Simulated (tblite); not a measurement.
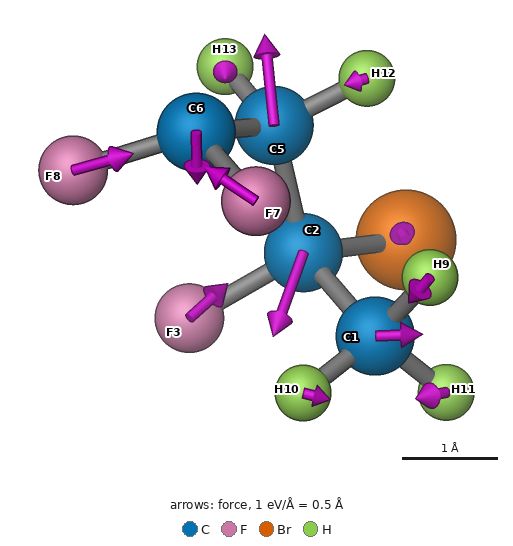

Starting geometry of C4H5BrF3 (multiplicity 2) with the computed forces as purple arrows. The picture is a ball-and-stick view, seen from a free direction.

These are results of GFN2-xTB geometry optimisation, gas phase in tblite, not measurements. 

**Is this structure relaxed? If not, where do the atoms go?**

It isn't relaxed: the largest force vector, on a C atom, is 2.13 eV/Å. The final displacements have little in common with the starting forces (cosine between the two patterns 0.29). An H atom moves most after the best rigid fit: 0.58 Å. Largest moves by element: H 0.58 Å, F 0.37 Å, Br 0.28 Å, C 0.08 Å. Near-neighbour distances that change, for instance: Br–C 1.930 → 1.999 Å, C–F 1.407 → 1.356 Å, C–C 1.500 → 1.551 Å, C–F 1.368 → 1.333 Å. Among the angles between lasting bonds that change: C–C–F 111.7° → 118.9°, H–C–H 114.4° → 108.3°, F–C–Br 111.4° → 105.6°. Groups turn about C–C by about 35°. The energy falls by 0.511 eV in 65 geometry steps.
